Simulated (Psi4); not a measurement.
# ACPF/aug-cc-pVDZ (density fitting, num frozen uocc 4) run of CH5B (BH2Me)

Aim: the energy of CH5B (BH2Me). 

Program for the calculation: Psi4 1.11.

1 further run of the same task is left out (set aside as unsound or not needed).

### 1 The system as given

CH5B: 7 atoms, total charge 0, spin state singlet. As SMILES, `[H]B([H])C`. Geometry: relaxed at GFN2-xTB.

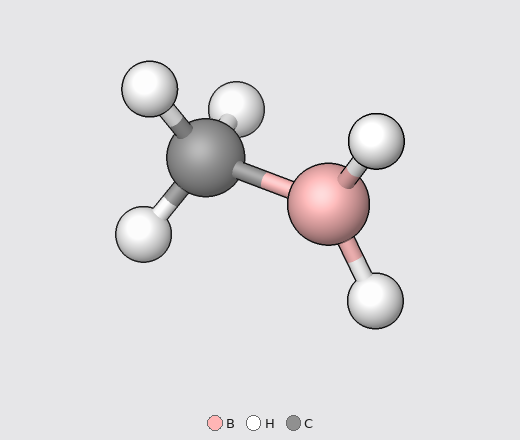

The structure, seen from a chosen angle (boron pink, hydrogen white, carbon grey).

### 2 The energy at ACPF/aug-cc-pVDZ (density fitting, num frozen uocc 4)

ch5b.in

```
memory 1.6 GB

molecule {
  0 1
  B
  H 1 R2
  H 1 R3 2 A3
  C 1 R4 3 A4 2 D4
  H 4 R5 1 A5 3 D5
  H 4 R6 5 A6 1 D6
  H 4 R7 6 A7 5 D7

  R2 = 1.170104
  R3 = 1.170017
  A3 = 119.35786
  R4 = 1.564883
  A4 = 120.56625
  D4 = -177.75211
  R5 = 1.092553
  A5 = 107.02663
  D5 = 93.3798
  R6 = 1.087447
  A6 = 106.36746
  D6 = 122.80718
  R7 = 1.088161
  A7 = 108.63147
  D7 = -113.50737
  units angstrom
}

set num_frozen_uocc 4

e_tot = energy('acpf/aug-cc-pVDZ')
print_variables()
```

Launch:

```console
$ psi4 ch5b.in ch5b.out -n 1
```

ch5b.out:

```text
[...]
  Running in c1 symmetry.
[...]
  Nuclear repulsion =   31.931008171510548
[...]
  Multiplicity = 1
[...]
  Nalpha       = 8
  Nbeta        = 8
[...]
    Number of basis functions: 91
[...]
   @RHF iter   1:   -65.35305286918697   -7.44281e-01   4.25049e-03 DIIS/ADIIS
[...]
   @RHF iter  10:   -65.44693290530300   -1.62146e-11   9.29716e-09 DIIS
[...]
    Orbital Energies [Eh]
    ---------------------
    Doubly Occupied:
       1A    -11.201562     2A     -7.599758     3A     -0.951854
       4A     -0.672386     5A     -0.570388     6A     -0.546421
       7A     -0.473638     8A     -0.465102
[...]
  @RHF Final Energy:   -65.44693290530300
   => Energetics <=
    Nuclear Repulsion Energy =             31.9310081715105483
    One-Electron Energy =                -149.7936640419786158
    Two-Electron Energy =                  52.4157229651650738
    Total Energy =                        -65.4469329053030009
[...]
 Multipole Moments:
 ------------------------------------------------------------------------------------
     Multipole            Electronic (a.u.)      Nuclear  (a.u.)        Total (a.u.)
 ------------------------------------------------------------------------------------
 L = 1.  Multiply by 2.5417464519 to convert [e a0] to [Debye]
 Dipole X            :         -0.1644907            0.1878689            0.0233781
 Dipole Y            :          0.9780073           -1.1286695           -0.1506623
 Dipole Z            :          0.5436741           -0.6255227           -0.0818486
 Magnitude           :                                                    0.1730458
[...]
      * SCS-MP2 total energy:                  -65.689773257447
[...]
      * MP2 total energy:                      -65.682016448724
[...]
```

Run time: 20 s. Hardware: 1 thread of Intel Xeon Platinum 8259CL at 2.50GHz (Skylake/Cascade Lake), shared host; peak memory 0.69 GiB.

### 3 Summary of results

At ACPF/aug-cc-pVDZ (density fitting, num frozen uocc 4):

| quantity | value |
| --- | --- |
| total energy | -65.72125 Eh |
| HOMO energy (Hartree–Fock orbitals) | -12.66 eV |
| LUMO energy (Hartree–Fock orbitals) | 1.01 eV |
| HOMO–LUMO gap (Hartree–Fock orbitals) | 13.66 eV |
| correlation energy | -274.3 mEh |
